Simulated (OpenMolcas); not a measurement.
# GeSiH4O2 (SMILES [OH][Ge][O][SiH3]) at 6 levels

Aim: a comparison of 6 runs (HF/def2-SVP, B3LYP/def2-SVP, BHLYP/def2-SVP, M06-L/def2-SVP, SVWN5/def2-SVP, r2SCAN/def2-SVP) of GeSiH4O2. 

The results are computed with OpenMolcas 26.06.

1 further run of the same task is left out (set aside as unsound or not needed).

**1. The structure to begin with**

GeSiH4O2 has 8 atoms, charge 0, and is taken as a singlet. SMILES: `[OH][Ge][O][SiH3]`. Geometry: relaxed at PBE0-D4/def2-TZVP. This is one conformer, not always the lowest.

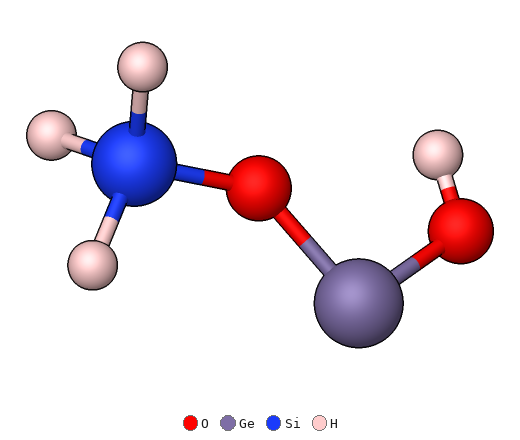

The structure, seen from a chosen angle (oxygen red, germanium purple, silicon blue, hydrogen pink).

**2. Energy and gradient at HF/def2-SVP (run 1)**

Input file struct.xyz:

```xyz
8

O      1.410100     2.505300     0.149500
Ge     1.623900     0.902600    -0.581400
O      0.084300     0.200200     0.031000
Si    -0.715100    -1.229100    -0.056600
H      0.587200     2.577300     0.646600
H     -2.046000    -1.018000    -0.682500
H      0.048600    -2.214700    -0.872700
H     -0.900800    -1.780800     1.310300
```

Input file test.input:

```
&gateway
 baslib
 $CurrDir
 coord
 struct.xyz
 basis
 def2-SVP
 group
 NoSym

&seward

&scf
 thresholds
 1e-10 1e-07 1e-07 1e-05
 prorbitals
 1 1

&alaska
```

The basis set def2-SVP is read from a file made from the Basis Set Exchange's data (not shown).

Launch:

```
export MOLCAS_MEM=1860
pymolcas test.input > test.log
```

Standard output:

```text
--- Start Module: gateway ---
[...]
--- Stop Module: gateway /rc=_RC_ALL_IS_WELL_ ---
[...]
      Basis functions           98
[...]
--- Start Module: scf ---
[...]
       Convergence after  15 Iterations
[...]
::    Total SCF energy                              -2515.9653160160
[...]
      Total spin, S                                     0.0000000000
[...]
      Total electronic charge=   66.000000
      Total            charge=   -0.000000
[...]
      Dipole Moment (debye):
      Origin of the operator (angstrom)=    0.8817    0.5304   -0.2992
                   X= -3.0919E-01               Y= -8.7156E-01               Z= -1.5501E-01           Total=  9.3768E-01
      Quadrupole Moment (debye*angstrom):
[...]
 *              Molecular gradients               *
 **************************************************
  Irreducible representation: a
 ------------------------------------------------------------------------------------------
                              X                       Y                       Z
 ------------------------------------------------------------------------------------------
  O1                1.55041136821996E-02    1.06120167079951E-02   -4.81757401490057E-03
  GE2               4.73086585891735E-03   -8.21386214144759E-03   -5.82437735347341E-03
  O3               -1.08499571091123E-02   -4.02521669489975E-03    4.67389087302372E-03
  SI4               6.52585417539875E-03    3.43406202453167E-03   -2.38033911628088E-03
  H5               -1.47190500048024E-02   -1.48781171992374E-03    7.83360561339919E-03
  H6               -2.00775749669191E-03    1.30135312705504E-03   -8.47955921663424E-04
  H7                8.73108503884001E-04   -1.64112512242554E-03   -1.13156245614165E-03
  H8               -5.71776099633770E-05    2.05838189457630E-05    2.49431237599573E-03
[...]
```

It took 10 s on 1 thread of Intel Xeon 6975P-C (Granite Rapids), shared host; peak memory 0.54 GiB.

**3. Energy and forces at B3LYP/def2-SVP (run 2)**

Input file mol.inp:

```
* GeH4O2Si Kohn-Sham DFT
&GATEWAY
BasLib = $CurrDir
Coord
8
bohr
O      2.66470281     4.73433086     0.28251406
Ge     3.06872625     1.70566680    -1.09868677
O      0.15930391     0.37832317     0.05858151
Si    -1.35134315    -2.32266238    -0.10695850
H      1.10964718     4.87039114     1.22189691
H     -3.86637965    -1.92374119    -1.28973808
H      0.09184069    -4.18517645    -1.64916399
H     -1.70226529    -3.36522428     2.47610814
Basis = def2-SVP
Group = NoSym
&SEWARD
GridInput
Grid=UltraFine
End of Grid
&SCF
KSDFT = B3LYP
Thresholds = 1e-10 1e-07 1e-07 1e-05
PrOrbitals = 1 2
&ALASKA
```

The basis set def2-SVP is read from a file made from the Basis Set Exchange's data (not shown).

Launch:

```
export MOLCAS_MEM=1860
pymolcas mol.inp > mol.log
```

Standard output:

```text
--- Start Module: gateway ---
[...]
--- Stop Module: gateway /rc=_RC_ALL_IS_WELL_ ---
[...]
      Basis functions           98
[...]
--- Start Module: scf ---
[...]
       Convergence after  14 Iterations
[...]
::    Total KS-DFT energy                           -2519.0282600284
[...]
      Total spin, S                                     0.0000000000
[...]
      Total electronic charge=   66.000000
      Total            charge=   -0.000000
[...]
      Dipole Moment (debye):
      Origin of the operator (angstrom)=    0.8817    0.5304   -0.2992
                   X= -3.1889E-01               Y= -5.4761E-01               Z= -2.6227E-02           Total=  6.3423E-01
      Quadrupole Moment (debye*angstrom):
[...]
 *              Molecular gradients               *
 **************************************************
  Irreducible representation: a
 ------------------------------------------------------------------------------------------
                              X                       Y                       Z
 ------------------------------------------------------------------------------------------
  O1               -4.82401639306218E-03   -4.18664762345955E-03    1.16415592224239E-03
  GE2              -8.35028664770476E-03    9.11915522499918E-04    5.11579301528542E-03
  O3               -2.90578940063568E-03   -1.12679487841061E-02   -2.62880998110937E-03
  SI4               8.10270724118922E-03    1.18811809605823E-02   -6.45642600050067E-05
  H5                5.89788483079889E-03   -1.18226614268546E-03   -3.81946493003937E-03
  H6                2.10985096478034E-03    4.78691797845612E-04    7.61909434701558E-04
  H7               -7.54103918882087E-04    1.94259020445031E-03    1.17590484435315E-03
  H8                7.23753323749632E-04    1.42248406481826E-03   -1.70492404551759E-03
[...]
```

Wall time 25 s (1 thread of Intel Xeon 6975P-C (Granite Rapids), shared host); peak memory 0.54 GiB.

Run 3 isn't shown in full; the table further down has it.

**4. Energy and forces at M06-L/def2-SVP (run 4)**

Input file mol.xyz:

```xyz
8

O      1.410100     2.505300     0.149500
Ge     1.623900     0.902600    -0.581400
O      0.084300     0.200200     0.031000
Si    -0.715100    -1.229100    -0.056600
H      0.587200     2.577300     0.646600
H     -2.046000    -1.018000    -0.682500
H      0.048600    -2.214700    -0.872700
H     -0.900800    -1.780800     1.310300
```

Input file job.inp:

```
* GeH4O2Si Kohn-Sham DFT

&GATEWAY
 BASLIB
 $CurrDir
 COORD
 mol.xyz
 BASIS
 def2-SVP
 GROUP
 NoSym

&SEWARD
 GRIDINPUT
 Grid=UltraFine
 End of Grid

&SCF
 KSDFT
 M06L
 THRESHOLDS
 1e-10 1e-07 1e-07 1e-05
 PRORBITALS
 1

&ALASKA
```

The basis set def2-SVP is read from a file made from the Basis Set Exchange's data (not shown).

Launch:

```
export MOLCAS_MEM=1860
pymolcas job.inp > job.log
```

Standard output:

```text
--- Start Module: gateway ---
[...]
--- Stop Module: gateway /rc=_RC_ALL_IS_WELL_ ---
[...]
      Basis functions           98
[...]
--- Start Module: scf ---
[...]
       Convergence after  18 Iterations
[...]
::    Total KS-DFT energy                           -2518.8831939821
[...]
      Total spin, S                                     0.0000000000
[...]
      Total electronic charge=   66.000000
      Total            charge=   -0.000000
[...]
      Dipole Moment (debye):
      Origin of the operator (angstrom)=    0.8817    0.5304   -0.2992
                   X= -2.7801E-01               Y= -5.5357E-01               Z= -5.1822E-02           Total=  6.2163E-01
      Quadrupole Moment (debye*angstrom):
[...]
 *              Molecular gradients               *
 **************************************************
  Irreducible representation: a
 ------------------------------------------------------------------------------------------
                              X                       Y                       Z
 ------------------------------------------------------------------------------------------
  O1               -1.40801550851144E-03   -7.06157568674115E-03   -1.87735839528624E-03
  GE2              -1.07619879243686E-02    3.62795019033957E-03    7.52333515693593E-03
  O3                1.46607946421007E-03   -7.85936804768284E-03   -3.82841446241855E-03
  SI4               6.85781638232363E-03    9.74680817438411E-03   -1.75327902741884E-04
  H5                3.18730650607524E-03   -6.93977683136948E-04   -2.08656360951132E-03
  H6                8.70428802767442E-04    3.57764403226685E-04    3.04094854720383E-04
  H7               -5.67501239100210E-04    1.16771238881519E-03    7.72457958371220E-04
  H8                3.55873516771688E-04    7.14686260816944E-04   -6.32223600145032E-04
[...]
```

It took 36 s on 1 thread of Intel Xeon 6975P-C (Granite Rapids), shared host; peak memory 0.54 GiB.

Run 5 isn't shown in full; the table further down has it.

**5. Energy and gradient at r2SCAN/def2-SVP (run 6)**

Input file run.input:

```
* GeH4O2Si Kohn-Sham DFT

&GATEWAY
  BASLIB
  $CurrDir
  COORD
  8
  angstrom
  O        1.410100       2.505300       0.149500
  Ge       1.623900       0.902600      -0.581400
  O        0.084300       0.200200       0.031000
  Si      -0.715100      -1.229100      -0.056600
  H        0.587200       2.577300       0.646600
  H       -2.046000      -1.018000      -0.682500
  H        0.048600      -2.214700      -0.872700
  H       -0.900800      -1.780800       1.310300
  BASIS
  def2-SVP
  GROUP
  NoSym

&SEWARD
  GRIDINPUT
  Grid=UltraFine
  End of Grid

&SCF
  KSDFT
  2
  1.0 MGGA_X_R2SCAN
  1.0 MGGA_C_R2SCAN
  THRESHOLDS
  1e-10 1e-07 1e-07 1e-05
  PRORBITALS
  1 1

&ALASKA
```

The basis set def2-SVP is read from a file made from the Basis Set Exchange's data (not shown).

Launch:

```
export MOLCAS_MEM=1860
pymolcas run.input > run.log
```

Standard output:

```text
--- Start Module: gateway ---
[...]
--- Stop Module: gateway /rc=_RC_ALL_IS_WELL_ ---
[...]
      Basis functions           98
[...]
--- Start Module: scf ---
[...]
       Convergence after  16 Iterations
[...]
::    Total KS-DFT energy                           -2518.8508449610
[...]
      Total spin, S                                     0.0000000000
[...]
      Total electronic charge=   66.000000
      Total            charge=   -0.000000
[...]
      Dipole Moment (debye):
      Origin of the operator (angstrom)=    0.8817    0.5304   -0.2992
                   X= -4.2134E-01               Y= -4.6270E-01               Z=  6.4538E-02           Total=  6.2912E-01
      Quadrupole Moment (debye*angstrom):
[...]
 *              Molecular gradients               *
 **************************************************
  Irreducible representation: a
 ------------------------------------------------------------------------------------------
                              X                       Y                       Z
 ------------------------------------------------------------------------------------------
  O1               -5.54430619129320E-03   -1.35169452362049E-03    2.65166942352568E-03
  GE2              -4.21831214934087E-03    9.57553534091105E-05    2.44808960369625E-03
  O3               -5.11378182932276E-03   -1.32390425860498E-02   -2.11751346401812E-03
  SI4               6.55649575358908E-03    1.09296663226104E-02    4.60110890055043E-04
  H5                6.15697096034129E-03   -3.06952655656278E-04   -3.63503614911931E-03
  H6                2.43968289320229E-03    2.26131756085324E-04    8.95325680239534E-04
  H7               -1.00484583702465E-03    2.25748889328159E-03    1.44018286718151E-03
  H8                7.28096400011591E-04    1.38864743973466E-03   -2.14282885161232E-03
[...]
```

Wall time 32 s (1 thread of Intel Xeon 6975P-C (Granite Rapids), shared host); peak memory 0.55 GiB.

**6. All runs side by side**

```csv
run,level,integration grid,energy (Eh),dipole moment (D),HOMO energy (eV),LUMO energy (eV),wall time
1,HF/def2-SVP,–,-2515.965316,0.94,-10.43,1.37,10 s
2,B3LYP/def2-SVP,UltraFine,-2519.028260,0.63,-7.52,-1.87,25 s
3,BHLYP/def2-SVP,UltraFine,-2518.864149,0.79,-8.83,-0.83,24 s
4,M06-L/def2-SVP,UltraFine,-2518.883194,0.62,-6.62,-2.18,36 s
5,SVWN5/def2-SVP,UltraFine,-2513.561809,0.67,-6.63,-2.61,20 s
6,r2SCAN/def2-SVP,UltraFine,-2518.850845,0.63,-6.82,-2.40,32 s
```

**7. Outcome**

| quantity | value |
| --- | --- |
| run 6: total energy | -2518.85084 Eh |
| run 6: dipole moment | 0.63 D |
| run 6: HOMO energy | -6.82 eV |
| run 6: LUMO energy | -2.40 eV |
| run 6: HOMO–LUMO gap | 4.42 eV |
| run 6: largest force on an atom | 0.738 eV/Å |

What this shows: The dipole moment (its size) runs from 0.62 D (M06-L/def2-SVP) to 0.94 D (HF/def2-SVP). The HOMO–LUMO gap runs from 4.02 eV (SVWN5/def2-SVP) to 11.80 eV (HF/def2-SVP). Exact exchange widens orbital gaps. Totals of different functionals can't be ranked against each other. All runs together took 2.5 min, the longest 36 s.
